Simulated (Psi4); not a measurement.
# [B2H2F2]− (SMILES [BH2-]B(F)F): UCAM-B3LYP/def2-SVPD

Aim: the vertical doublet–quartet gap of [B2H2F2]− at UCAM-B3LYP/def2-SVPD, from 2 runs. 

Program for the calculation: Psi4 1.11.

### 1 Starting point

[B2H2F2]− has 6 atoms, charge -1, and is taken as a doublet. SMILES: `[BH2-]B(F)F`. Geometry: relaxed at GFN2-xTB.

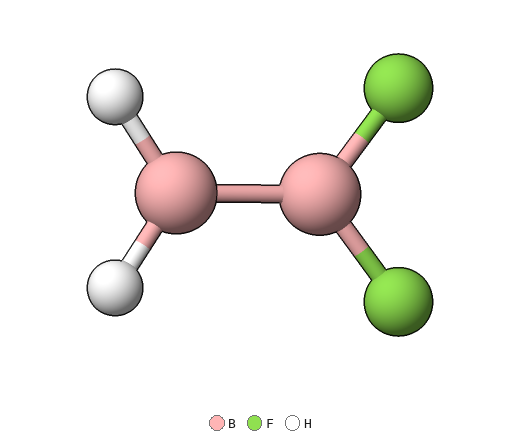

Viewed from a chosen angle; boron pink, fluorine green, hydrogen white.

### 2 A single-point energy at UCAM-B3LYP/def2-SVPD

b2f2h2.json

```json
{
 "schema_name": "qcschema_input",
 "schema_version": 1,
 "molecule": {
  "schema_name": "qcschema_molecule",
  "schema_version": 2,
  "symbols": ["B", "B", "F", "F", "H", "H"],
  "geometry": [-0.61998135, 1.4220945, -0.41696807, 0.52846191, -1.20723264, 0.35356776, -0.09805789, -3.6120981, -0.64403756, 2.40528121, -1.68591916, 2.20043489, -2.22921542, 1.67936181, -2.01730154, 0.01351154, 3.40379359, 0.52430451],
  "molecular_charge": -1,
  "molecular_multiplicity": 2,
  "fix_symmetry": "c1",
  "fix_com": true,
  "fix_orientation": true
 },
 "driver": "energy",
 "model": {
  "method": "cam-b3lyp",
  "basis": "def2-SVPD"
 },
 "keywords": {
  "reference": "uks",
  "puream": true,
  "e_convergence": 1e-09,
  "d_convergence": 1e-08,
  "scf_type": "pk",
  "dft_radial_points": 99,
  "dft_spherical_points": 590,
  "maxiter": 200,
  "scf_properties": ["MULLIKEN_CHARGES", "DIPOLE", "WIBERG_LOWDIN_INDICES"]
 }
}
```

On the command line:

```
$ psi4 --qcschema b2f2h2.json -n 1 --memory 1600MB
```

stdout (excerpt; [...] marks lines left out):

```text
[...]
  Running in c1 symmetry.
[...]
  Nuclear repulsion =   91.248502672931480
[...]
  Multiplicity = 2
[...]
  Nalpha       = 16
  Nbeta        = 15
[...]
    Number of basis functions: 102
[...]
   @UKS iter   1:  -250.27142804580185   -8.38621e-01   5.62269e-03 ADIIS/DIIS
[...]
   @UKS iter  12:  -250.44571811093610   -2.84217e-12   4.08411e-09 DIIS
[...]
   @S^2 Observed:                7.521556125E-01
[...]
    Orbital Energies [Eh]
    ---------------------
    Alpha Occupied:
       1A    -24.558630     2A    -24.558406     3A     -6.688361
       4A     -6.572706     5A     -1.060345     6A     -1.025193
       7A     -0.436080     8A     -0.380122     9A     -0.367085
      10A     -0.336331    11A     -0.310032    12A     -0.289678
      13A     -0.265957    14A     -0.180471    15A     -0.178195
      16A     -0.031168
    Alpha Virtual:
      17A      0.187982    18A      0.207041    19A      0.266604
      20A      0.273696    21A      0.294243    22A      0.300367
      23A      0.300810    24A      0.329330    25A      0.330426
[...]
  @UKS Final Energy:  -250.44571811093610
   => Energetics <=
    Nuclear Repulsion Energy =             91.2485026729314797
    One-Electron Energy =                -533.9500282713891011
    Two-Electron Energy =                 214.2432190324942098
    DFT Exchange-Correlation Energy =     -21.9874115449726730
    Empirical Dispersion Energy =           0.0000000000000000
    VV10 Nonlocal Energy =                  0.0000000000000000
    Total Energy =                       -250.4457181109360988
[...]
 Multipole Moments:
 ------------------------------------------------------------------------------------
     Multipole            Electronic (a.u.)      Nuclear  (a.u.)        Total (a.u.)
 ------------------------------------------------------------------------------------
 L = 1.  Multiply by 2.5417464519 to convert [e a0] to [Debye]
 Dipole X            :        -18.2076963           18.0917088           -0.1159875
 Dipole Y            :         41.7954304          -41.5246906            0.2707398
 Dipole Z            :        -12.2764150           12.1975774           -0.0788376
 Magnitude           :                                                    0.3049074
[...]
  Mulliken Charges: (a.u.)
   Center  Symbol    Alpha    Beta     Spin     Total
       1     B     3.68717  3.00873  0.67844 -1.69590
       2     B     2.24233  1.85000  0.39233  0.90767
       3     F     4.76928  4.74292  0.02636 -0.51219
       4     F     4.76890  4.74244  0.02647 -0.51134
       5     H     0.26631  0.32809 -0.06179  0.40560
       6     H     0.26601  0.32783 -0.06182  0.40616
   Total alpha = 16.00000, Total beta = 15.00000, Total charge = -1.00000
  Wiberg Bond Indices using Orthogonal Lowdin Orbitals:
[...]
```

The result, in JSON:

```text
{
 "driver": "energy",
 "model": {
  "method": "cam-b3lyp",
  "basis": "def2-SVPD"
 },
 "success": true,
 "return_result": -250.4457181109361,
 "properties": {
  "calcinfo_nbasis": 102,
  "calcinfo_nmo": 102,
  "calcinfo_nalpha": 16,
  "calcinfo_nbeta": 15,
  "calcinfo_natom": 6,
  "nuclear_repulsion_energy": 91.24850267293148,
  "return_energy": -250.4457181109361,
  "scf_one_electron_energy": -533.9500282713891,
  "scf_two_electron_energy": 214.2432190324942,
  "scf_xc_energy": -21.987411544972673,
  "scf_dipole_moment": [-0.11598754276426959, 0.2707397877947031, -0.07883760035027976],
  "scf_total_energy": -250.4457181109361,
  "scf_iterations": 12
 }
}
```

Run time: 34 s. Hardware: 1 thread of Intel Xeon Platinum 8488C (Sapphire Rapids), shared host; peak memory 0.83 GiB.

### 3 The quartet: energy and forces at UCAM-B3LYP/def2-SVPD

calc.py

```python
import psi4

psi4.set_memory(1600000000)
psi4.set_num_threads(1)
psi4.core.set_output_file('b2f2h2.out', False)

geom = psi4.geometry("""
-1 4
B     -0.61998135     1.42209450    -0.41696807
B      0.52846191    -1.20723264     0.35356776
F     -0.09805789    -3.61209810    -0.64403756
F      2.40528121    -1.68591916     2.20043489
H     -2.22921542     1.67936181    -2.01730154
H      0.01351154     3.40379359     0.52430451
units bohr
symmetry c1
no_reorient
no_com
""")

psi4.set_options({
    'basis': 'def2-SVPD',
    'reference': 'uks',
    'puream': True,
    'e_convergence': 1e-09,
    'd_convergence': 1e-08,
    'scf_type': 'pk',
    'dft_radial_points': 99,
    'dft_spherical_points': 590,
    'maxiter': 200,
})

energy_value, wavefunction = psi4.gradient("cam-b3lyp", molecule=geom, return_wfn=True)
print('gradient / Eh bohr^-1')
print(energy_value.np.round(6))
print(f'energy = {wavefunction.energy():.10f} Eh')
```

On the command line:

```
$ python calc.py
```

b2f2h2.out (excerpt; [...] marks lines left out):

```text
[...]
  Running in c1 symmetry.
[...]
  Nuclear repulsion =   91.248502672931480
[...]
  Multiplicity = 4
[...]
  Nalpha       = 17
  Nbeta        = 14
[...]
    Number of basis functions: 102
[...]
   @UKS iter   1:  -249.92704958054938   -4.94243e-01   5.72022e-03 ADIIS/DIIS
[...]
   @UKS iter  16:  -250.18470717419356   -1.04876e-11   9.31350e-09 DIIS
[...]
   @S^2 Observed:                3.756222671E+00
[...]
  @UKS Final Energy:  -250.18470717419356
   => Energetics <=
    Nuclear Repulsion Energy =             91.2485026729314797
    One-Electron Energy =                -531.3641204841392209
    Two-Electron Energy =                 211.7867953542108239
    DFT Exchange-Correlation Energy =     -21.8558847171966271
    Empirical Dispersion Energy =           0.0000000000000000
    VV10 Nonlocal Energy =                  0.0000000000000000
    Total Energy =                       -250.1847071741935622
[...]
 Multipole Moments:
 ------------------------------------------------------------------------------------
     Multipole            Electronic (a.u.)      Nuclear  (a.u.)        Total (a.u.)
 ------------------------------------------------------------------------------------
 L = 1.  Multiply by 2.5417464519 to convert [e a0] to [Debye]
 Dipole X            :        -17.6222684           18.0917088            0.4694404
 Dipole Y            :         40.4771270          -41.5246906           -1.0475637
 Dipole Z            :        -11.8820640           12.1975774            0.3155134
 Magnitude           :                                                    1.1905094
[...]
  -Total Gradient:
     Atom            X                  Y                   Z
    ------   -----------------  -----------------  -----------------
       1       -0.023523194954     0.044592442800    -0.017204030893
       2       -0.031178554792     0.076882755801    -0.020699200896
       3       -0.002116456952    -0.036824562067    -0.007534030903
       4        0.024886181187    -0.016787450133     0.023071841373
       5        0.017455628639    -0.032646228981     0.012916073233
       6        0.014491976927    -0.035255494262     0.009461890049
[...]
```

The script printed:

```text
gradient / Eh bohr^-1
[[-0.023523  0.044592 -0.017204]
 [-0.031179  0.076883 -0.020699]
 [-0.002116 -0.036825 -0.007534]
 [ 0.024886 -0.016787  0.023072]
 [ 0.017456 -0.032646  0.012916]
 [ 0.014492 -0.035255  0.009462]]
energy = -250.1847071742 Eh
```

Run time: 75 s. Hardware: 1 thread of Intel Xeon Platinum 8488C (Sapphire Rapids), shared host; peak memory 0.83 GiB.

### 4 What came out

Level: UCAM-B3LYP/def2-SVPD.

| quantity | value |
| --- | --- |
| doublet: total energy | -250.44572 Eh |
| doublet: HOMO energy (highest over α and β) | -0.85 eV |
| doublet: LUMO energy (lowest over α and β) | 4.65 eV |
| doublet: ⟨S²⟩ | 0.752 |
| quartet: total energy | -250.18471 Eh |
| quartet: HOMO energy (highest over α and β) | 1.74 eV |
| quartet: ⟨S²⟩ | 3.756 |
| quartet: largest force on an atom | 4.397 eV/Å |
| vertical energy of the quartet above the doublet | 7.102 eV |

What this shows: At this shape the quartet lies 7.10 eV (164 kcal/mol) above the doublet. For an anion a state so high probably lies above electron detachment. Mulliken charges (doublet) run from -1.70 on B1 to +0.91 on B2; in a basis this large or diffuse they mean little. The HOMO (quartet) lies at positive energy, 1.74 eV; only total energies tell whether the electron is bound.
